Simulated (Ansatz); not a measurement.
SrLi2SnS4 (I-42m), computed twice by G0W0.

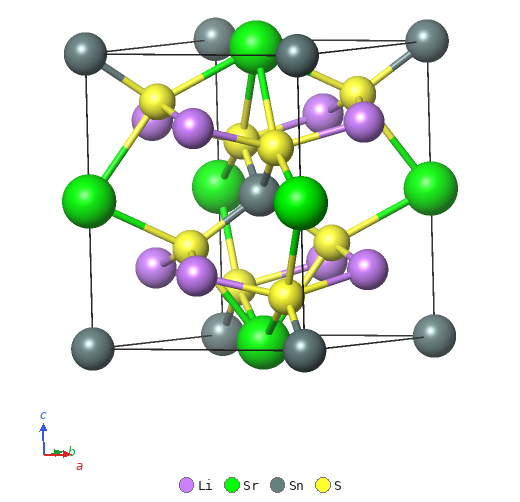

The structure (lithium purple, strontium green, tin teal, sulfur yellow). Bonds to atoms that aren't drawn are left out. Some periodic images of atoms are drawn too.

```
Li Sr Sn S
1.0
    -3.32950    3.32950    3.95900
     3.32950   -3.32950    3.95900
     3.32950    3.32950   -3.95900
Li Sr Sn S
2 1 1 4
Direct
  0.25000 0.75000 0.50000
  0.75000 0.25000 0.50000
  0.50000 0.50000 0.00000
  0.00000 0.00000 0.00000
  0.03526 0.03526 0.41320
  0.96474 0.37794 0.00000
  0.62206 0.62206 0.58680
  0.37794 0.96474 0.00000
```

The cell and positions come from the Crystallography Open Database and are kept as given unless a step says otherwise.

The first (Ansatz 0.2.0; start PBE, 4×4×4 mesh, 732 empty bands, screening to 150 eV, PAW set soft_1 files; 1 × NVIDIA H100 80GB HBM3 (shared by 6 runs) with 3 threads of AMD EPYC 7R13 (Zen 3), shared host) gave, on its mesh: starting gap 2.67 eV, G0W0 gap 4.12 eV, RPA ε∞ (mean) 4.67, 83 s.

Question: The second changes start from PBE to PBE with 50 % exact exchange. What does it give?

It gave: starting gap 6.35 eV, G0W0 gap 5.45 eV, RPA ε∞ (mean) 3.05, 3.3 min. The G0W0 gap moves by +1.33 eV, +3.67 eV from the start and −2.35 eV from the correction.

Limits: not at the basis limit; no spin-orbit coupling.

[Paths, hosts, dates, memory and timing lines, banners, echoed tables and standing remarks are left out of the program output.]

[Logs are printed without paths, hosts, clocks, repeated set-up lines and the standing remarks that a program may print on its own settings, such as how far it seeks lower states.]

[Runs of the session that timed out or met a known fault of the program may be left out.]

[Cells called generated may have been cut or substituted from an entry of the Crystallography Open Database or the Materials Project.]

[Hosts, paths, dates, database ids (printed as entryN), source tags and the programs' standing remarks are cut or masked in the printed files.]
